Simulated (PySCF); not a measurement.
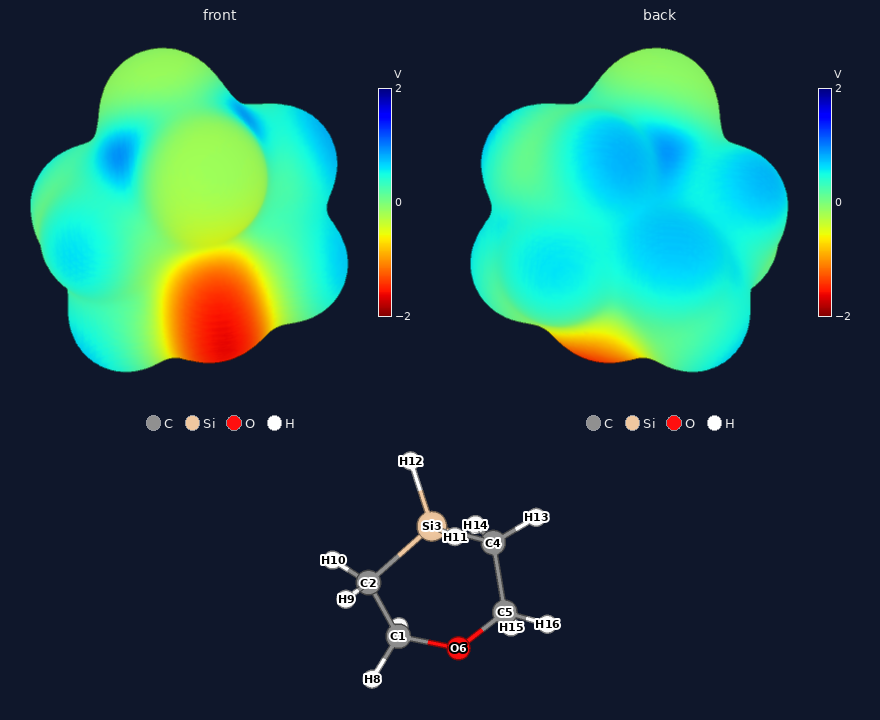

Figure 1: C₄H₁₀OSi (SMILES C1C[SiH2]CCO1). The electrostatic potential painted on the density surface at 0.002 e/bohr³, seen from the front and from behind; red is negative and blue positive. The bare structure is drawn below in the same view.

Geometry: PBE0-D3(BJ)/def2-SVP.

Computed with PySCF 2.14.0, PBE0/pcSseg-1, SCF density, gas phase, non-relativistic.

| atom | x (Å) | y (Å) | z (Å) |
| --- | --- | --- | --- |
| C | 0.9548 | 0.9896 | -0.6668 |
| C | 1.5927 | -0.0620 | 0.2507 |
| Si | 0.1877 | -1.0023 | 1.1100 |
| C | -1.2683 | -0.7700 | -0.0727 |
| C | -1.3936 | 0.7158 | -0.4446 |
| O | -0.2533 | 1.4852 | -0.1344 |
| H | 0.7816 | 0.5687 | -1.6772 |
| H | 1.6178 | 1.8595 | -0.7935 |
| H | 2.2303 | 0.4213 | 1.0082 |
| H | 2.2380 | -0.7495 | -0.3199 |
| H | -0.1040 | -0.4450 | 2.4656 |
| H | 0.5062 | -2.4568 | 1.2665 |
| H | -2.2116 | -1.1570 | 0.3421 |
| H | -1.0456 | -1.3883 | -0.9595 |
| H | -1.6360 | 0.8272 | -1.5210 |
| H | -2.2120 | 1.1815 | 0.1237 |

Question: Describe the electrostatic potential map.

Answer: The most negative region (about −1.6 V) lies over O6, the most positive (about +0.9 V) over Si3. O6 is the likeliest acceptor of a hydrogen bond.

Question: How polar is the molecule by this calculation?

Answer: Its dipole moment is 1.39 D.
